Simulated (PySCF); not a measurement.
**Energy and gradient calculation of InNH3Cl3**

System: InNH3Cl3 (In(NH3)Cl3).
Method: r2SCAN/3-21G, RKS (PySCF 2.14.0).

The geometry comes from this level: GFN2-xTB. Figures and captions count atoms from 1; the log counts them from 0 in places.

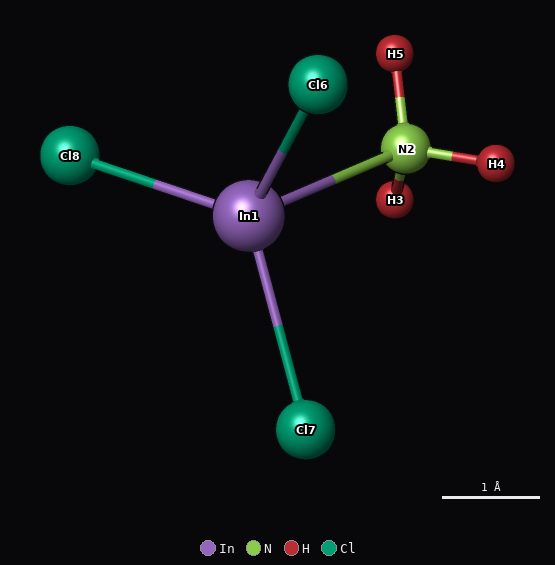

The input geometry (ball-and-stick view, seen at a tilt; atoms are numbered from 1 in the order of the input). Sticks mark near contacts. Bond lengths as drawn: Cl–In 2.30 Å, H–N 1.02 Å and In–N 2.41 Å.

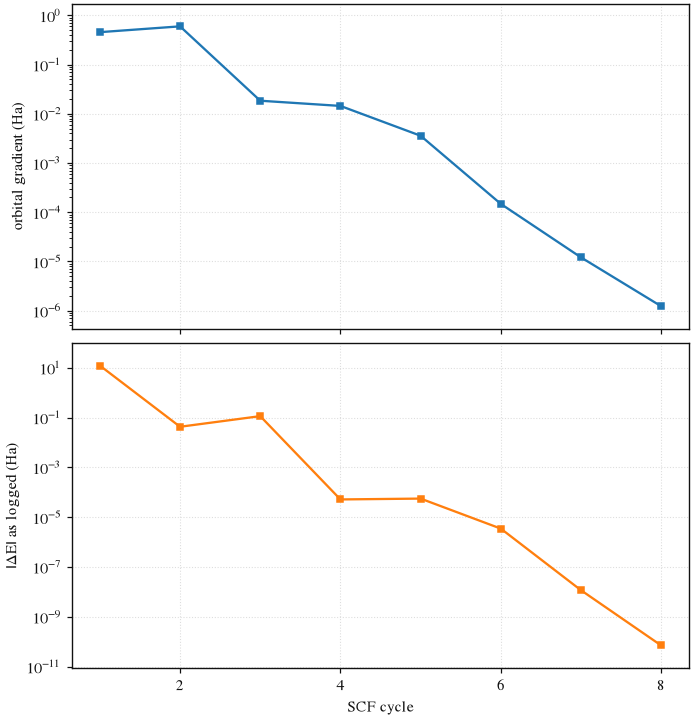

Convergence of the self-consistent field: orbital gradient and size of the energy change against the SCF cycle. The residual falls almost steadily, with no more than small rises.

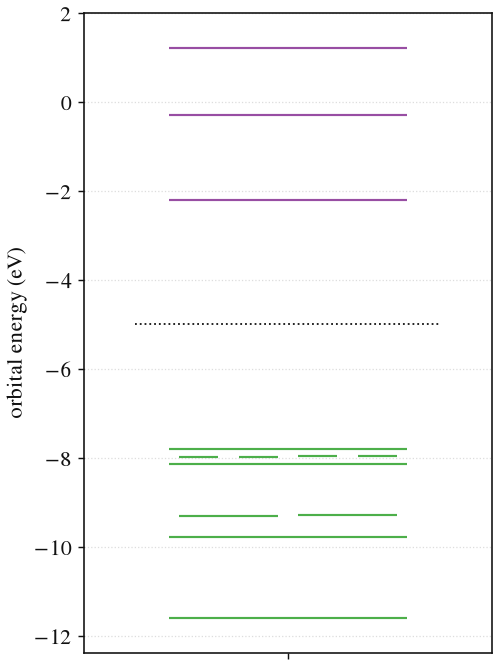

Orbital energies near the frontier; the dotted line parts filled from empty levels, and levels within 0.02 eV of each other stand side by side. Highest filled −7.80 eV, lowest empty −2.20 eV, 5.60 eV apart.

The input and output of the run follow.

Input file (input.py):
```python
# In(NH3)Cl3
from pyscf import gto, dft

mol = gto.M(
    atom='''
In  -0.000960   0.002460  -1.235500
N    0.000860  -0.001680   1.175110
H   -0.952200   0.047690   1.524300
H    0.521550   0.798220   1.524000
H    0.434620  -0.853240   1.520750
Cl   2.285590  -0.017210  -1.504570
Cl  -1.128830   1.992110  -1.499560
Cl  -1.160620  -1.968350  -1.504520
''',
    basis='3-21g',
    verbose=4,
    max_memory=1860,
)

mf = dft.RKS(mol, xc='r2scan')
mf.grids.level = 5
mf.conv_tol = 1e-10
mf.kernel()
if not mf.converged:
    mf = mf.newton().run(mf.mo_coeff, mf.mo_occ)

energy = mf.e_tot
print('E = %.10f Eh' % energy)
grad = mf.nuc_grad_method().kernel()
dip = mf.dip_moment()
pop, q = mf.mulliken_pop()
```

Run as:
```bash
OMP_NUM_THREADS=1 python input.py
```

What the program printed:
```
PySCF version 2.14.0

[INPUT] num. atoms = 8
[INPUT] num. electrons = 110
[INPUT] charge = 0
[INPUT] spin (= nelec alpha-beta = 2S) = 0
[INPUT] symmetry False subgroup None
[INPUT] Mole.unit = angstrom
[INPUT] Symbol           X                Y                Z      unit          X                Y                Z       unit  Magmom
[INPUT]  1 In    -0.000960000000   0.002460000000  -1.235500000000 AA   -0.001814137080   0.004648726266  -2.334756626900 Bohr   0.0
[INPUT]  2 N      0.000860000000  -0.001680000000   1.175110000000 AA    0.001625164467  -0.003174739889   2.220636066238 Bohr   0.0
[INPUT]  3 H     -0.952200000000   0.047690000000   1.524300000000 AA   -1.799397215811   0.090121038881   2.880509531675 Bohr   0.0
[INPUT]  4 H      0.521550000000   0.798220000000   1.524000000000 AA    0.985586660267   1.508417187150   2.879942613837 Bohr   0.0
[INPUT]  5 H      0.434620000000  -0.853240000000   1.520750000000 AA    0.821312768258  -1.612389918524   2.873801003932 Bohr   0.0
[INPUT]  6 Cl     2.285590000000  -0.017210000000  -1.504570000000 AA    4.319139133045  -0.032522186604  -2.843225235237 Bohr   0.0
[INPUT]  7 Cl    -1.128830000000   1.992110000000  -1.499560000000 AA   -2.133179541193   3.764542310007  -2.833757707353 Bohr   0.0
[INPUT]  8 Cl    -1.160620000000  -1.968350000000  -1.504520000000 AA   -2.193253934693  -3.719642417288  -2.843130748931 Bohr   0.0

nuclear repulsion = 878.676640339527
number of shells = 45
number of NR pGTOs = 186
number of NR cGTOs = 85
basis = 3-21g
ecp = {}

******** <class 'pyscf.dft.rks.RKS'> ********
method = RKS
initial guess = minao
damping factor = 0
level_shift factor = 0
DIIS = <class 'pyscf.scf.diis.CDIIS'>
diis_start_cycle = 1
diis_space = 8
diis_damp = 0
SCF conv_tol = 1e-10
SCF conv_tol_grad = None
SCF max_cycles = 50
direct_scf = True
direct_scf_tol = 1e-13
XC library pyscf.dft.libxc version 7.0.0
    S. Lehtola, C. Steigemann, M. J.T. Oliveira, and M. A.L. Marques.,  SoftwareX 7, 1–5 (2018)
XC functionals = r2scan
    J. W. Furness, A. D. Kaplan, J. Ning, J. P. Perdew, and J. Sun.,  J. Phys. Chem. Lett. 11, 8208-8215 (2020)
    J. W. Furness, A. D. Kaplan, J. Ning, J. P. Perdew, and J. Sun.,  J. Phys. Chem. Lett. 11, 9248-9248 (2020)
    J. W. Furness, A. D. Kaplan, J. Ning, J. P. Perdew, and J. Sun.,  J. Phys. Chem. Lett. 11, 8208-8215 (2020)
    J. W. Furness, A. D. Kaplan, J. Ning, J. P. Perdew, and J. Sun.,  J. Phys. Chem. Lett. 11, 9248-9248 (2020)
radial grids:
    Treutler-Ahlrichs [JCP 102, 346 (1995); DOI:10.1063/1.469408] (M4) radial grids

becke partition: Becke, JCP 88, 2547 (1988); DOI:10.1063/1.454033
pruning grids: <function nwchem_prune>
grids dens level: 5
symmetrized grids: False
atomic radii adjust function: <function treutler_atomic_radii_adjust>
small_rho_cutoff = 0
Set gradient conv threshold to 1e-05
Initial guess from minao.
tot grids = 289208
init E= -7135.05482577116
  HOMO = -0.368619185415856  LUMO = -0.121356503005999  gap/eV = 6.72836
cycle= 1 E= -7147.27612585904  delta_E= -12.2  |g|= 0.458  |ddm|= 2.65
  HOMO = -0.236938070013857  LUMO = -0.0724661525441084  gap/eV = 4.47551
cycle= 2 E= -7147.23338064636  delta_E= 0.0427  |g|= 0.601  |ddm|= 1.56
  HOMO = -0.283911796086411  LUMO = -0.0771189608315992  gap/eV = 5.62712
cycle= 3 E= -7147.3476646584  delta_E= -0.114  |g|= 0.0185  |ddm|= 0.899
  HOMO = -0.286628190265994  LUMO = -0.0818810118497337  gap/eV = 5.57145
cycle= 4 E= -7147.34771621097  delta_E= -5.16e-05  |g|= 0.0145  |ddm|= 0.0469
  HOMO = -0.286889934886303  LUMO = -0.0811886811590634  gap/eV = 5.59742
cycle= 5 E= -7147.34777199056  delta_E= -5.58e-05  |g|= 0.00359  |ddm|= 0.0187
  HOMO = -0.28656058052861  LUMO = -0.0807115729390011  gap/eV = 5.60144
cycle= 6 E= -7147.34777547079  delta_E= -3.48e-06  |g|= 0.000148  |ddm|= 0.00493
  HOMO = -0.286571030996983  LUMO = -0.0807397343077025  gap/eV = 5.60095
cycle= 7 E= -7147.34777548252  delta_E= -1.17e-08  |g|= 1.21e-05  |ddm|= 0.000408
  HOMO = -0.286571505158249  LUMO = -0.0807398735828313  gap/eV = 5.60096
cycle= 8 E= -7147.34777548259  delta_E= -7.09e-11  |g|= 1.23e-06  |ddm|= 1.64e-05
  HOMO = -0.286571387055784  LUMO = -0.0807398557526082  gap/eV = 5.60096
Extra cycle  E= -7147.34777548257  delta_E= 2.18e-11  |g|= 1.76e-06  |ddm|= 4.39e-06
converged SCF energy = -7147.34777548257
E = -7147.3477754826 Eh

******** <class 'pyscf.grad.rks.Gradients'> for <class 'pyscf.dft.rks.RKS'> ********
unit = Eh/Bohr
grid_response = False
--------------- RKS gradients ---------------
         x                y                z
0 In    -0.0000186249     0.0000916123    -0.0329083237
1 N    -0.0000259762    -0.0000111349     0.0249445731
2 H     0.0114540435    -0.0006169699    -0.0013694862
3 H    -0.0062486212    -0.0096228255    -0.0013930865
4 H    -0.0051894433     0.0102104435    -0.0013345702
5 Cl    -0.0309677680     0.0002423516     0.0040388876
6 Cl     0.0152633850    -0.0269651682     0.0040148035
7 Cl     0.0156920922     0.0266768459     0.0040993592
----------------------------------------------
Dipole moment(X, Y, Z, Debye):  0.00679, -0.00586,  6.64687
 ** Mulliken pop  **
pop of  0 In 1s           1.99991
pop of  0 In 2s           1.99980
pop of  0 In 3s           1.99618
pop of  0 In 4s           1.99775
pop of  0 In 5s           0.75136
pop of  0 In 6s           0.00662
pop of  0 In 2px          1.99949
pop of  0 In 2py          1.99949
pop of  0 In 2pz          1.99948
pop of  0 In 3px          1.99802
pop of  0 In 3py          1.99802
pop of  0 In 3pz          1.99795
pop of  0 In 4px          1.98124
pop of  0 In 4py          1.98124
pop of  0 In 4pz          1.97943
pop of  0 In 5px          0.40635
pop of  0 In 5py          0.40633
pop of  0 In 5pz          0.26530
pop of  0 In 6px          0.01192
pop of  0 In 6py          0.01195
pop of  0 In 6pz          0.12118
pop of  0 In 3dxy         1.99881
pop of  0 In 3dyz         1.99975
pop of  0 In 3dz^2        1.99886
pop of  0 In 3dxz         1.99975
pop of  0 In 3dx2-y2      1.99881
pop of  0 In 4dxy         1.99575
pop of  0 In 4dyz         1.99863
pop of  0 In 4dz^2        1.99438
pop of  0 In 4dxz         1.99863
pop of  0 In 4dx2-y2      1.99576
pop of  1 N 1s            1.98549
pop of  1 N 2s            0.38017
pop of  1 N 3s            1.34771
pop of  1 N 2px           0.58747
pop of  1 N 2py           0.58746
pop of  1 N 2pz           0.68610
pop of  1 N 3px           0.66764
pop of  1 N 3py           0.66763
pop of  1 N 3pz           0.94498
pop of  2 H 1s            0.43884
pop of  2 H 2s            0.18592
pop of  3 H 1s            0.43885
pop of  3 H 2s            0.18594
pop of  4 H 1s            0.43882
pop of  4 H 2s            0.18594
pop of  5 Cl 1s           1.99845
pop of  5 Cl 2s           1.95343
pop of  5 Cl 3s           1.12792
pop of  5 Cl 4s           0.93146
pop of  5 Cl 2px          1.96172
pop of  5 Cl 2py          1.96675
pop of  5 Cl 2pz          1.96671
pop of  5 Cl 3px          0.92501
pop of  5 Cl 3py          1.06393
pop of  5 Cl 3pz          1.05573
pop of  5 Cl 4px          0.70064
pop of  5 Cl 4py          0.89769
pop of  5 Cl 4pz          0.91152
pop of  6 Cl 1s           1.99845
pop of  6 Cl 2s           1.95343
pop of  6 Cl 3s           1.12793
pop of  6 Cl 4s           0.93143
pop of  6 Cl 2px          1.96553
pop of  6 Cl 2py          1.96295
pop of  6 Cl 2pz          1.96671
pop of  6 Cl 3px          1.03012
pop of  6 Cl 3py          0.95881
pop of  6 Cl 3pz          1.05576
pop of  6 Cl 4px          0.84971
pop of  6 Cl 4py          0.74846
pop of  6 Cl 4pz          0.91156
pop of  7 Cl 1s           1.99845
pop of  7 Cl 2s           1.95342
pop of  7 Cl 3s           1.12791
pop of  7 Cl 4s           0.93147
pop of  7 Cl 2px          1.96546
pop of  7 Cl 2py          1.96302
pop of  7 Cl 2pz          1.96671
pop of  7 Cl 3px          1.02823
pop of  7 Cl 3py          0.96073
pop of  7 Cl 3pz          1.05571
pop of  7 Cl 4px          0.84706
pop of  7 Cl 4py          0.75133
pop of  7 Cl 4pz          0.91155
 ** Mulliken atomic charges  **
charge of    0In =      1.11181
charge of    1N =     -0.85463
charge of    2H =      0.37524
charge of    3H =      0.37521
charge of    4H =      0.37524
charge of    5Cl =     -0.46096
charge of    6Cl =     -0.46085
charge of    7Cl =     -0.46104
```

Key numbers:

```tsv
quantity	value
outcome	converged
total energy	−7147.347775 hartree
basis functions	85
largest force	1.692 eV/Å
HOMO	−7.80 eV
LUMO	−2.20 eV
dipole moment	6.65 D
hardware	1 thread of Intel Xeon @ 2.50GHz (Skylake/Cascade Lake), 189 GiB of memory available, shared host
wall time	82 s
peak memory	0.84 GiB
```

The record of the run, not the program, notes: no relativistic term for heavy atoms.
